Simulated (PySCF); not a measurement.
# CF3···CH2F: magnetic exchange

Aim: compute the magnetic exchange of CF3···CH2F.

Computed with PySCF 2.14.0 and routines of our own; the level stands in each step. Atoms count from 0.

### 1 The system as given

8 atoms, charge 0, high-spin multiplicity 3; geometry from: GFN2-xTB fragments, placed rigidly.

The system (radical pair): CF3···CH2F. The radical centres are 2.97 Å apart, edge to face; the spin sites are atoms 0, 1, 2, 3 (1 unpaired) and atoms 4, 5, 6, 7 (1 unpaired).

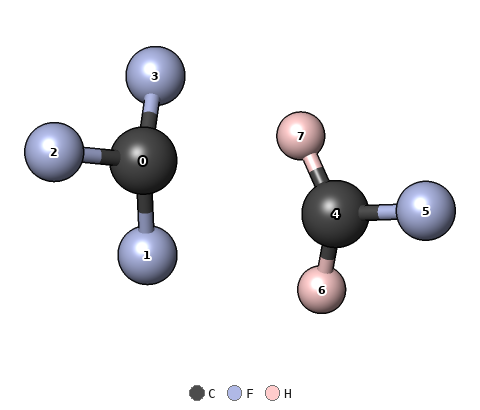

The starting geometry (carbon dark grey, fluorine light blue, hydrogen pink).

### 2 Magnetic exchange: CASSCF and SC-NEVPT2/def2-SVP (2,2)

The job: settings as JSON, then the geometry in Å.

```
{"job": {"kind": "cas", "basis": "def2-SVP", "active": "magnetic", "zfs": true}, "charge": 0, "high_spin_multiplicity": 3, "spin_sites": [[[0, 1, 2, 3], 1], [[4, 5, 6, 7], 1]]}
C     -0.350000    -0.042300    -1.350500
F      0.878400     0.259400    -1.728300
F     -0.702900    -1.256900    -1.728400
F     -1.225400     0.870600    -1.728400
C      0.350000    -0.042300     1.537500
F      0.347800     0.064400     2.865200
H      1.305800     0.073500     1.068400
H     -0.603900     0.073500     1.064500
```

Level: CASSCF and SC-NEVPT2/def2-SVP spin states, gas phase.

On the command line:

```bash
> OMP_NUM_THREADS=1 python exch_run.py task.json out
```

One launch serves the whole session: the jobs run in the order shown.

Standard output:

```text
start orbitals: natural orbitals of the high-spin HF determinant (converged)
active space: 2 electrons in 2 orbitals, 24 closed; orbitals optimised for multiplicities 3 1
macro   0  E = -474.1423075413  dE =  0.000e+00  |g| = 3.297e-02
macro   1  E = -474.1425629826  dE = -2.554e-04  |g| = 9.989e-03
macro   2  E = -474.1425936840  dE = -3.070e-05  |g| = 3.874e-03
macro   3  E = -474.1425982385  dE = -4.555e-06  |g| = 2.000e-03
macro   4  E = -474.1425991333  dE = -8.948e-07  |g| = 1.090e-03
macro   5  E = -474.1425993073  dE = -1.740e-07  |g| = 4.036e-04
macro   6  E = -474.1425993489  dE = -4.163e-08  |g| = 1.493e-04
CASSCF converged, mean energy = -474.1425993489
2S+1 = 3  root 0  E(CAS) = -474.14320333  E(NEVPT2) = -475.11017639  occupations 1.000 1.000
2S+1 = 1  root 0  E(CAS) = -474.14199537  E(NEVPT2) = -475.10892984  occupations 1.001 0.999
2S+1 = 1  root 1  E(CAS) = -473.80870978  E(NEVPT2) = -474.96653836  occupations 2.000 0.000
2S+1 = 1  root 2  E(CAS) = -473.66239882  E(NEVPT2) = -474.89304140  occupations 2.000 0.000
D(spin-spin) = -0.1146 cm-1, E/D = 0.067
D(spin-orbit) = 0.0008 cm-1, D(total) = -0.1149 cm-1, E/D = 0.070
```

Wall time 1.4 s (1 thread of AMD EPYC 9R45, shared host); peak memory 0.26 GiB.

Key values:

```csv
quantity,value
J (CASSCF),133 cm⁻¹
J (NEVPT2),137 cm⁻¹
low less high spin (NEVPT2),0.8 kcal/mol
diradical index y0,1.00
zero-field D,-0.115 cm⁻¹
```

Mulliken spin populations of the high-spin state:

| atom | value (e) |
| --- | --- |
| C0 | 0.90 |
| F1 | 0.03 |
| F2 | 0.03 |
| F3 | 0.03 |
| C4 | 0.94 |
| F5 | 0.05 |
| H6 | 0.01 |
| H7 | 0.01 |

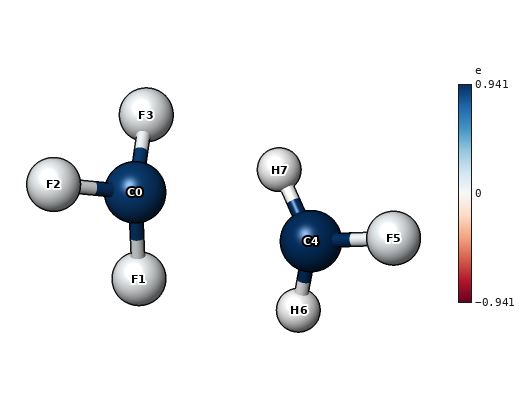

Mulliken spin populations of the high-spin state, as colours on the atoms.

### 3 Magnetic exchange: HF/def2-SVP

The job: settings as JSON, then the geometry in Å.

```
{"job": {"kind": "bs", "xc": "HF", "basis": "def2-SVP", "rks": true}, "charge": 0, "high_spin_multiplicity": 3, "spin_sites": [[[0, 1, 2, 3], 1], [[4, 5, 6, 7], 1]]}
C     -0.350000    -0.042300    -1.350500
F      0.878400     0.259400    -1.728300
F     -0.702900    -1.256900    -1.728400
F     -1.225400     0.870600    -1.728400
C      0.350000    -0.042300     1.537500
F      0.347800     0.064400     2.865200
H      1.305800     0.073500     1.068400
H     -0.603900     0.073500     1.064500
```

Method: HF/def2-SVP high-spin, broken-symmetry and restricted single points, gas phase.

Standard output:

```text
high-spin state, multiplicity 3
final grid: 79576 points
cycle   1  E = -473.9250511727  dE =  6.681e-01  |g| = 6.991e-01  |ddm| = 2.105e+00
cycle   2  E = -474.0924199786  dE = -1.674e-01  |g| = 3.876e-01  |ddm| = 8.012e-01
cycle   3  E = -474.1450188677  dE = -5.260e-02  |g| = 6.855e-02  |ddm| = 2.640e-01
cycle   4  E = -474.1489198759  dE = -3.901e-03  |g| = 2.488e-02  |ddm| = 1.071e-01
cycle   5  E = -474.1497824056  dE = -8.625e-04  |g| = 1.004e-02  |ddm| = 6.347e-02
cycle   6  E = -474.1499589147  dE = -1.765e-04  |g| = 3.743e-03  |ddm| = 3.012e-02
cycle   7  E = -474.1499812366  dE = -2.232e-05  |g| = 1.559e-03  |ddm| = 8.686e-03
cycle   8  E = -474.1499836185  dE = -2.382e-06  |g| = 5.561e-04  |ddm| = 2.434e-03
cycle   9  E = -474.1499839657  dE = -3.472e-07  |g| = 1.374e-04  |ddm| = 1.181e-03
cycle  10  E = -474.1499839897  dE = -2.401e-08  |g| = 4.610e-05  |ddm| = 2.754e-04
cycle  11  E = -474.1499839925  dE = -2.771e-09  |g| = 1.863e-05  |ddm| = 8.412e-05
converged SCF energy = -474.1499839925

broken-symmetry state, M_S = 0, start: spins of the second site flipped
final grid: 79576 points
cycle   1  E = -474.1479240182  dE = -5.629e-03  |g| = 3.086e-02  |ddm| = 9.164e-02
cycle   2  E = -474.1487273426  dE = -8.033e-04  |g| = 1.465e-02  |ddm| = 3.544e-02
cycle   3  E = -474.1490102409  dE = -2.829e-04  |g| = 4.772e-03  |ddm| = 2.886e-02
cycle   4  E = -474.1490493919  dE = -3.915e-05  |g| = 1.436e-03  |ddm| = 1.196e-02
cycle   5  E = -474.1490521671  dE = -2.775e-06  |g| = 6.520e-04  |ddm| = 2.710e-03
cycle   6  E = -474.1490527585  dE = -5.914e-07  |g| = 2.318e-04  |ddm| = 1.476e-03
cycle   7  E = -474.1490528218  dE = -6.330e-08  |g| = 9.648e-05  |ddm| = 4.477e-04
cycle   8  E = -474.1490528354  dE = -1.360e-08  |g| = 2.628e-05  |ddm| = 2.194e-04
cycle   9  E = -474.1490528365  dE = -1.095e-09  |g| = 8.583e-06  |ddm| = 5.918e-05
converged SCF energy = -474.1490528365

<S^2> high spin = 2.0154, broken symmetry = 1.0143
E(HS) - E(BS) = -204.37 cm-1
J_noodleman = 204.37 cm-1
J_unprojected = 102.18 cm-1
J_yamaguchi = 204.14 cm-1

restricted closed-shell singlet
final grid: 79576 points
cycle   1  E = -473.3702820900  dE =  4.421e-01  |g| = 1.303e+00  |ddm| = 2.770e+00
cycle   2  E = -473.3167366477  dE =  5.355e-02  |g| = 1.578e+00  |ddm| = 3.068e+00
cycle   3  E = -473.8476504483  dE = -5.309e-01  |g| = 6.220e-01  |ddm| = 1.203e+00
cycle   4  E = -473.9438528031  dE = -9.620e-02  |g| = 2.638e-01  |ddm| = 6.060e-01
cycle   5  E = -473.9685930989  dE = -2.474e-02  |g| = 5.145e-02  |ddm| = 4.777e-01
cycle   6  E = -473.9734692961  dE = -4.876e-03  |g| = 4.621e-02  |ddm| = 3.325e-01
cycle   7  E = -473.9767850036  dE = -3.316e-03  |g| = 5.109e-02  |ddm| = 2.025e-01
cycle   8  E = -473.9810130475  dE = -4.228e-03  |g| = 5.509e-02  |ddm| = 2.890e-01
cycle   9  E = -473.9833513018  dE = -2.338e-03  |g| = 3.921e-02  |ddm| = 2.167e-01
cycle  10  E = -473.9843850017  dE = -1.034e-03  |g| = 7.844e-03  |ddm| = 1.765e-01
cycle  11  E = -473.9843986496  dE = -1.365e-05  |g| = 3.606e-03  |ddm| = 7.453e-02
cycle  12  E = -473.9844330317  dE = -3.438e-05  |g| = 1.590e-03  |ddm| = 4.587e-02
cycle  13  E = -473.9844342835  dE = -1.252e-06  |g| = 4.131e-04  |ddm| = 4.047e-03
cycle  14  E = -473.9844344803  dE = -1.968e-07  |g| = 1.795e-04  |ddm| = 1.357e-03
cycle  15  E = -473.9844345343  dE = -5.403e-08  |g| = 6.573e-05  |ddm| = 1.110e-03
cycle  16  E = -473.9844345394  dE = -5.055e-09  |g| = 2.319e-05  |ddm| = 2.904e-04
converged SCF energy = -473.9844345394
```

Wall time 0.8 s (1 thread of AMD EPYC 9R45, shared host); peak memory 0.26 GiB.

Key values:

| quantity | value |
| --- | --- |
| J (Yamaguchi) | 204 cm⁻¹ |
| low less high spin, projected | 1.2 kcal/mol |
| closed shell less high spin (no spin gap: the broken-symmetry state lies far lower) | 103.9 kcal/mol |

### 4 Magnetic exchange: PBE0/def2-SVP

Settings changed since step 3:

```diff
@@ -1,2 +1,2 @@
-{"job": {"kind": "bs", "xc": "HF", "basis": "def2-SVP", "rks": true}, "charge": 0, "high_spin_multiplicity": 3, "spin_sites": [[[0, 1, 2, 3], 1], [[4, 5, 6, 7], 1]]}
+{"job": {"kind": "bs", "xc": "PBE0", "grid": 1, "basis": "def2-SVP", "rks": true}, "charge": 0, "high_spin_multiplicity": 3, "spin_sites": [[[0, 1, 2, 3], 1], [[4, 5, 6, 7], 1]]}
 C     -0.350000    -0.042300    -1.350500
```

Method: PBE0/def2-SVP high-spin, broken-symmetry and restricted single points, gas phase.

Standard output:

```text
high-spin state, multiplicity 3
final grid: 36504 points
cycle   1  E = -475.7907732225  dE = -2.153e-02  |g| = 1.327e-01  |ddm| = 3.360e-01
cycle   2  E = -475.7872409745  dE =  3.532e-03  |g| = 1.701e-01  |ddm| = 2.130e-01
cycle   3  E = -475.7974780011  dE = -1.024e-02  |g| = 1.584e-02  |ddm| = 1.098e-01
cycle   4  E = -475.7975643249  dE = -8.632e-05  |g| = 3.799e-03  |ddm| = 1.177e-02
cycle   5  E = -475.7975743423  dE = -1.002e-05  |g| = 2.688e-03  |ddm| = 6.442e-03
cycle   6  E = -475.7975770321  dE = -2.690e-06  |g| = 4.477e-04  |ddm| = 2.149e-03
cycle   7  E = -475.7975771812  dE = -1.491e-07  |g| = 2.079e-04  |ddm| = 7.059e-04
cycle   8  E = -475.7975772054  dE = -2.417e-08  |g| = 4.964e-05  |ddm| = 2.557e-04
cycle   9  E = -475.7975772068  dE = -1.395e-09  |g| = 1.236e-05  |ddm| = 5.553e-05
converged SCF energy = -475.7975772068

broken-symmetry state, M_S = 0, start: spins of the second site flipped
final grid: 36504 points
cycle   1  E = -475.7967379176  dE = -2.682e-03  |g| = 1.089e-02  |ddm| = 7.768e-02
cycle   2  E = -475.7968545217  dE = -1.166e-04  |g| = 4.145e-03  |ddm| = 1.801e-02
cycle   3  E = -475.7968635729  dE = -9.051e-06  |g| = 4.535e-03  |ddm| = 7.607e-03
cycle   4  E = -475.7968710629  dE = -7.490e-06  |g| = 5.405e-04  |ddm| = 3.174e-03
cycle   5  E = -475.7968713336  dE = -2.707e-07  |g| = 2.620e-04  |ddm| = 1.075e-03
cycle   6  E = -475.7968713720  dE = -3.837e-08  |g| = 7.004e-05  |ddm| = 2.919e-04
cycle   7  E = -475.7968713738  dE = -1.840e-09  |g| = 3.539e-05  |ddm| = 7.161e-05
converged SCF energy = -475.7968713738

<S^2> high spin = 2.0057, broken symmetry = 1.0054
E(HS) - E(BS) = -154.91 cm-1
J_noodleman = 154.91 cm-1
J_unprojected = 77.46 cm-1
J_yamaguchi = 154.86 cm-1

restricted closed-shell singlet
final grid: 36504 points
cycle   1  E = -474.7982354237  dE =  6.941e-01  |g| = 1.623e+00  |ddm| = 2.874e+00
cycle   2  E = -449.2155407595  dE =  2.558e+01  |g| = 6.749e+00  |ddm| = 8.594e+00
cycle   3  E = -475.0162580647  dE = -2.580e+01  |g| = 1.536e+00  |ddm| = 7.843e+00
cycle   4  E = -475.4337355181  dE = -4.175e-01  |g| = 7.040e-01  |ddm| = 2.840e+00
cycle   5  E = -475.4510575350  dE = -1.732e-02  |g| = 7.771e-01  |ddm| = 2.658e+00
cycle   6  E = -475.5297702192  dE = -7.871e-02  |g| = 5.871e-01  |ddm| = 3.541e-01
cycle   7  E = -475.4042281956  dE =  1.255e-01  |g| = 7.477e-01  |ddm| = 2.653e+00
cycle   8  E = -475.4997119803  dE = -9.548e-02  |g| = 6.729e-01  |ddm| = 4.272e-01
cycle   9  E = -475.3398972043  dE =  1.598e-01  |g| = 8.409e-01  |ddm| = 6.060e-01
cycle  10  E = -475.3468191513  dE = -6.922e-03  |g| = 8.316e-01  |ddm| = 2.431e-02
cycle  11  E = -475.3421614611  dE =  4.658e-03  |g| = 8.438e-01  |ddm| = 3.459e-02
cycle  12  E = -475.3566531910  dE = -1.449e-02  |g| = 8.346e-01  |ddm| = 9.268e-02
cycle  13  E = -475.3876915918  dE = -3.104e-02  |g| = 8.000e-01  |ddm| = 1.237e-01
cycle  14  E = -475.3568802961  dE =  3.081e-02  |g| = 8.341e-01  |ddm| = 1.200e-01
cycle  15  E = -475.4688878490  dE = -1.120e-01  |g| = 7.831e-01  |ddm| = 2.647e+00
cycle  16  E = -475.7003587058  dE = -2.315e-01  |g| = 2.636e-01  |ddm| = 1.812e+00
cycle  17  E = -475.7132208260  dE = -1.286e-02  |g| = 1.890e-01  |ddm| = 1.376e-01
cycle  18  E = -475.7197751041  dE = -6.554e-03  |g| = 1.327e-01  |ddm| = 5.382e-01
cycle  19  E = -475.7262966335  dE = -6.522e-03  |g| = 3.602e-02  |ddm| = 2.890e-01
cycle  20  E = -475.7267616400  dE = -4.650e-04  |g| = 9.984e-03  |ddm| = 4.397e-02
cycle  21  E = -475.7267986054  dE = -3.697e-05  |g| = 1.884e-03  |ddm| = 1.351e-02
cycle  22  E = -475.7267998242  dE = -1.219e-06  |g| = 5.436e-04  |ddm| = 2.189e-03
cycle  23  E = -475.7267999274  dE = -1.032e-07  |g| = 1.676e-04  |ddm| = 6.279e-04
cycle  24  E = -475.7267999378  dE = -1.044e-08  |g| = 1.422e-05  |ddm| = 2.962e-04
cycle  25  E = -475.7267999379  dE = -6.639e-11  |g| = 3.948e-06  |ddm| = 2.536e-05
converged SCF energy = -475.7267999379
```

Run time: 3.6 s. Hardware: 1 thread of AMD EPYC 9R45, shared host; peak memory 0.34 GiB.

In short:

```
                                                                           quantity          value
                                                                      J (Yamaguchi)       155 cm⁻¹
                                                      low less high spin, projected   0.9 kcal/mol
closed shell less high spin (no spin gap: the broken-symmetry state lies far lower)  44.4 kcal/mol
```

### 5 Magnetic exchange: HF/def2-SVP, grid 1

The job: settings as JSON, then the geometry in Å.

```
{"job": {"kind": "bs", "xc": "HF", "basis": "def2-SVP", "rks": true, "grid": 1}, "charge": 0, "high_spin_multiplicity": 3, "spin_sites": [[[0, 1, 2, 3], 1], [[4, 5, 6, 7], 1]]}
C     -0.350000    -0.042300    -1.350500
F      0.878400     0.259400    -1.728300
F     -0.702900    -1.256900    -1.728400
F     -1.225400     0.870600    -1.728400
C      0.350000    -0.042300     1.537500
F      0.347800     0.064400     2.865200
H      1.305800     0.073500     1.068400
H     -0.603900     0.073500     1.064500
```

Method: HF/def2-SVP high-spin, broken-symmetry and restricted single points, gas phase.

Standard output:

```text
high-spin state, multiplicity 3
final grid: 36504 points
cycle   1  E = -473.9250511727  dE =  6.681e-01  |g| = 6.991e-01  |ddm| = 2.105e+00
cycle   2  E = -474.0924199786  dE = -1.674e-01  |g| = 3.876e-01  |ddm| = 8.012e-01
cycle   3  E = -474.1450188677  dE = -5.260e-02  |g| = 6.855e-02  |ddm| = 2.640e-01
cycle   4  E = -474.1489198759  dE = -3.901e-03  |g| = 2.488e-02  |ddm| = 1.071e-01
cycle   5  E = -474.1497824056  dE = -8.625e-04  |g| = 1.004e-02  |ddm| = 6.347e-02
cycle   6  E = -474.1499589147  dE = -1.765e-04  |g| = 3.743e-03  |ddm| = 3.012e-02
cycle   7  E = -474.1499812366  dE = -2.232e-05  |g| = 1.559e-03  |ddm| = 8.686e-03
cycle   8  E = -474.1499836185  dE = -2.382e-06  |g| = 5.561e-04  |ddm| = 2.434e-03
cycle   9  E = -474.1499839657  dE = -3.472e-07  |g| = 1.374e-04  |ddm| = 1.181e-03
cycle  10  E = -474.1499839897  dE = -2.401e-08  |g| = 4.610e-05  |ddm| = 2.754e-04
cycle  11  E = -474.1499839925  dE = -2.771e-09  |g| = 1.863e-05  |ddm| = 8.412e-05
converged SCF energy = -474.1499839925

broken-symmetry state, M_S = 0, start: spins of the second site flipped
final grid: 36504 points
cycle   1  E = -474.1479240182  dE = -5.629e-03  |g| = 3.086e-02  |ddm| = 9.164e-02
cycle   2  E = -474.1487273426  dE = -8.033e-04  |g| = 1.465e-02  |ddm| = 3.544e-02
cycle   3  E = -474.1490102409  dE = -2.829e-04  |g| = 4.772e-03  |ddm| = 2.886e-02
cycle   4  E = -474.1490493919  dE = -3.915e-05  |g| = 1.436e-03  |ddm| = 1.196e-02
cycle   5  E = -474.1490521671  dE = -2.775e-06  |g| = 6.520e-04  |ddm| = 2.710e-03
cycle   6  E = -474.1490527585  dE = -5.914e-07  |g| = 2.318e-04  |ddm| = 1.476e-03
cycle   7  E = -474.1490528218  dE = -6.330e-08  |g| = 9.648e-05  |ddm| = 4.477e-04
cycle   8  E = -474.1490528354  dE = -1.360e-08  |g| = 2.628e-05  |ddm| = 2.194e-04
cycle   9  E = -474.1490528365  dE = -1.095e-09  |g| = 8.583e-06  |ddm| = 5.918e-05
converged SCF energy = -474.1490528365

<S^2> high spin = 2.0154, broken symmetry = 1.0143
E(HS) - E(BS) = -204.37 cm-1
J_noodleman = 204.37 cm-1
J_unprojected = 102.18 cm-1
J_yamaguchi = 204.14 cm-1

restricted closed-shell singlet
final grid: 36504 points
cycle   1  E = -473.3702820900  dE =  4.421e-01  |g| = 1.303e+00  |ddm| = 2.770e+00
cycle   2  E = -473.3167366477  dE =  5.355e-02  |g| = 1.578e+00  |ddm| = 3.068e+00
cycle   3  E = -473.8476504483  dE = -5.309e-01  |g| = 6.220e-01  |ddm| = 1.203e+00
cycle   4  E = -473.9438528031  dE = -9.620e-02  |g| = 2.638e-01  |ddm| = 6.060e-01
cycle   5  E = -473.9685930989  dE = -2.474e-02  |g| = 5.145e-02  |ddm| = 4.777e-01
cycle   6  E = -473.9734692961  dE = -4.876e-03  |g| = 4.621e-02  |ddm| = 3.325e-01
cycle   7  E = -473.9767850036  dE = -3.316e-03  |g| = 5.109e-02  |ddm| = 2.025e-01
cycle   8  E = -473.9810130475  dE = -4.228e-03  |g| = 5.509e-02  |ddm| = 2.890e-01
cycle   9  E = -473.9833513018  dE = -2.338e-03  |g| = 3.921e-02  |ddm| = 2.167e-01
cycle  10  E = -473.9843850017  dE = -1.034e-03  |g| = 7.844e-03  |ddm| = 1.765e-01
cycle  11  E = -473.9843986496  dE = -1.365e-05  |g| = 3.606e-03  |ddm| = 7.453e-02
cycle  12  E = -473.9844330317  dE = -3.438e-05  |g| = 1.590e-03  |ddm| = 4.587e-02
cycle  13  E = -473.9844342835  dE = -1.252e-06  |g| = 4.131e-04  |ddm| = 4.047e-03
cycle  14  E = -473.9844344803  dE = -1.968e-07  |g| = 1.795e-04  |ddm| = 1.357e-03
cycle  15  E = -473.9844345343  dE = -5.403e-08  |g| = 6.573e-05  |ddm| = 1.110e-03
cycle  16  E = -473.9844345394  dE = -5.055e-09  |g| = 2.319e-05  |ddm| = 2.904e-04
converged SCF energy = -473.9844345394
```

Wall time 1.2 s (1 thread of AMD EPYC 9R45, shared host); peak memory 0.34 GiB.

Key values:

```csv
quantity,value
J (Yamaguchi),204 cm⁻¹
"low less high spin, projected",1.2 kcal/mol
closed shell less high spin (no spin gap: the broken-symmetry state lies far lower),103.9 kcal/mol
```

### 6 Magnetic exchange (C2H2F4 (quartet)): CASSCF and SC-NEVPT2/def2-SVP

The job: settings as JSON, then the geometry in Å.

```
{"job": {"kind": "cas", "basis": "def2-SVP", "active": "natural", "max": 6, "thr": 0.008, "zfs": false}, "charge": 0, "high_spin_multiplicity": 4, "spin_sites": [[[0, 1, 2, 3], 1], [[4, 5, 6, 7], 1]]}
C     -0.350000    -0.042300    -1.350500
F      0.878400     0.259400    -1.728300
F     -0.702900    -1.256900    -1.728400
F     -1.225400     0.870600    -1.728400
C      0.350000    -0.042300     1.537500
F      0.347800     0.064400     2.865200
H      1.305800     0.073500     1.068400
H     -0.603900     0.073500     1.064500
```

Level: CASSCF and SC-NEVPT2/def2-SVP spin states, gas phase.

Standard output:

```text
RuntimeError: Electron number 50 and spin 3 are not consistent
Note mol.spin = 2S = Nalpha - Nbeta, not 2S+1
```

Hardware: 1 thread of AMD EPYC 9R45, shared host.

Diagnosis: Charge and multiplicity don't fit the number of electrons: an even count needs an odd multiplicity, and the reverse. Cure: mend the charge or the multiplicity.

### 7 The levels compared

J for H = −2J S1·S2; the gap is low spin less high spin (projected; unprojected where the broken-symmetry state collapsed; or NEVPT2):

```csv
step,level,geometry,J (cm⁻¹),gap (kcal/mol),time
2,"CASSCF and SC-NEVPT2/def2-SVP (2,2)",one,137,0.8,1.4 s
3,HF/def2-SVP,one,204,1.2,0.8 s
4,PBE0/def2-SVP,one,155,0.9,3.6 s
5,"HF/def2-SVP, grid 1",one,204,1.2,1.2 s
```

CASSCF times leave out a start SCF that an earlier step had already made.

### 8 What came out

```
                                                                 quantity                                                                value
                 J (CASSCF) (step 2, CASSCF and SC-NEVPT2/def2-SVP (2,2))                                                             133 cm⁻¹
                 J (NEVPT2) (step 2, CASSCF and SC-NEVPT2/def2-SVP (2,2))                                                             137 cm⁻¹
low less high spin (NEVPT2) (step 2, CASSCF and SC-NEVPT2/def2-SVP (2,2))                                                         0.8 kcal/mol
         diradical index y0 (step 2, CASSCF and SC-NEVPT2/def2-SVP (2,2))                                                                 1.00
                                                                        J  137 (CASSCF and SC-NEVPT2/def2-SVP (2,2)) to 204 cm⁻¹ (HF/def2-SVP)
                                                                     runs                                   1 failed, 0 ended on unsound input
```

What this shows: The levels with a meaningful J put the high-spin state lower (ferromagnetic coupling), from 137 to 204 cm⁻¹.
